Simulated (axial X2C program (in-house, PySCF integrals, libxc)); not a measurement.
**Relativistic diatomic calculation, with input and output: TcCl⁺**

System: TcCl⁺. The reference is closed-shell TcCl; the roots are the vertical energies to take an electron from it, which leaves states of TcCl⁺. The distance is the PBE0 minimum at charge 0.
Method: EOM-IP-CCSD, two-component X2C with atomic mean-field Coulomb and Gaunt terms, Tc dyall-cv3z, Cl dyall-av3z (cores contracted) (axial X2C program (in-house, PySCF integrals, libxc)).

Summary:

```tsv
quantity	value
outcome	converged
HF energy of the reference TcCl	−4742.18799 hartree
MP2 energy of the reference TcCl	−4742.56285 hartree
CCSD energy of the reference TcCl (with the MP2 share of the virtual spinors left out of the coupled-cluster step)	−4742.59879 hartree
CCSD(T) energy of the reference TcCl	−4742.61909 hartree
T1 diagnostic (spinor form; for a closed shell √2 times the usual value)	0.029
hardware	1 thread of Arm Neoverse V1, 24 GiB of memory available, shared host
wall time	14 s
peak memory	0.91 GiB
```

The input:
```
{"zs": [43, 17], "q": 1, "bas": ["dyall-cv3z", "dyall-av3z"], "r0": 2.27, "eom": "ip", "rq": 0, "thr": -2.0, "nmax": 95, "grid": [1, 0.96, 1.045, 0.92, 1.09, 1.15]}
```

The line is the task of a batch: nuclear charges, charge, bases, a first guess of the distance and further settings. This report covers the levels named above. The log is that of the reference distance 2.355 Å.

Launched within a batch (the task file carries these settings):
```bash
python <driver script> task.json out
```

Output:
```
two-component X2C + atomic mean field  HF
basis functions 212  fitting functions 979  grid points 5080
iter        total energy     max residual
   1      -4742.149115579     4.30e-01
   2      -4742.182883111     8.48e-03
   3      -4742.186099643     3.84e-02
   4      -4742.187098051     1.11e-02
   5      -4742.187506557     4.78e-03
   6      -4742.187776356     8.71e-03
   7      -4742.187861869     3.52e-03
   8      -4742.187914092     1.31e-03
   9      -4742.187953318     3.54e-03
  10      -4742.187981941     2.77e-03
  11      -4742.187991084     7.64e-04
  12      -4742.187992499     7.72e-05
  13      -4742.187992630     1.13e-04
  14      -4742.187992648     3.05e-05
  15      -4742.187992656     2.12e-05
  16      -4742.187992666     5.36e-05
  17      -4742.187992673     4.70e-05
  18      -4742.187992677     1.66e-05
  19      -4742.187992678     7.22e-07
converged
one-electron -6871.01828203  Coulomb 2121.88781214  exact exchange -155.17648382  xc functional 0.00000000  nuclear repulsion 164.25840390  atomic mean-field constant -2.13944287
correlated 14  virtual 280  natural virtual 92  E(MP2) -0.374861549  MP2 remainder -0.031028183
iter   CCSD correlation   residual
   1     -0.358139184   1.31e-01
   2     -0.366616629   7.99e-02
   3     -0.371653139   6.03e-02
   4     -0.374347247   4.46e-02
   5     -0.376310808   3.14e-02
   6     -0.378241277   2.27e-02
   7     -0.379206339   1.25e-02
   8     -0.379597507   6.80e-03
   9     -0.379642786   4.19e-03
  10     -0.379741458   2.71e-03
  11     -0.379747230   1.44e-03
  12     -0.379768407   7.78e-04
  13     -0.379772554   4.54e-04
  14     -0.379774222   2.94e-04
  15     -0.379777104   2.17e-04
  16     -0.379777352   1.66e-04
  17     -0.379777099   1.34e-04
  18     -0.379776134   1.09e-04
  19     -0.379773633   8.41e-05
  20     -0.379772498   5.74e-05
  21     -0.379771127   3.80e-05
  22     -0.379770771   2.45e-05
  23     -0.379770637   1.60e-05
  24     -0.379770598   1.02e-05
  25     -0.379770639   6.50e-06
  26     -0.379770628   4.30e-06
(T) -0.020298930410115257  T1 0.0293  D1 0.0514  max T2 0.167
EOM-IP-CCSD roots
2*Omega      energy/Eh   energy/eV  one-particle weight
    1       0.31149339      8.4762      0.891
    1       0.38661679     10.5204      0.765
    1       0.39332354     10.7029      0.076
    1       0.41463502     11.2828      0.046
    3       0.31499461      8.5714      0.832
    3       0.38400271     10.4492      0.496
    3       0.40442858     11.0051      0.374
    5       0.31128661      8.4705      0.752
```

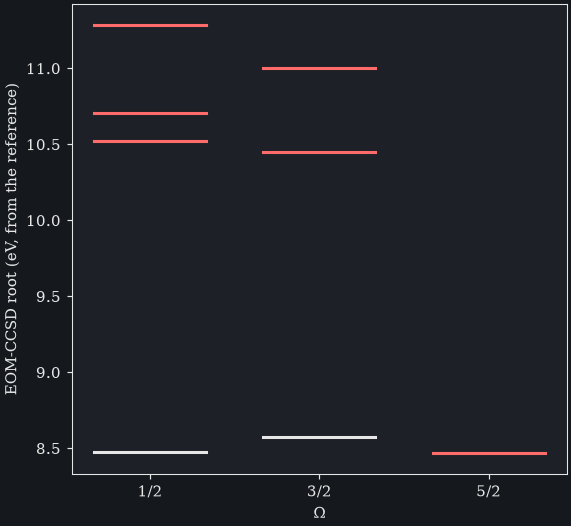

EOM-CCSD roots by Ω at 2.35 Å; roots whose one-particle weight is under 0.8 have the second colour. The lowest has Ω = 5/2 and lies at 8.471 eV, with one-particle weight 0.75. 6 of the 8 roots are less well described at this level.
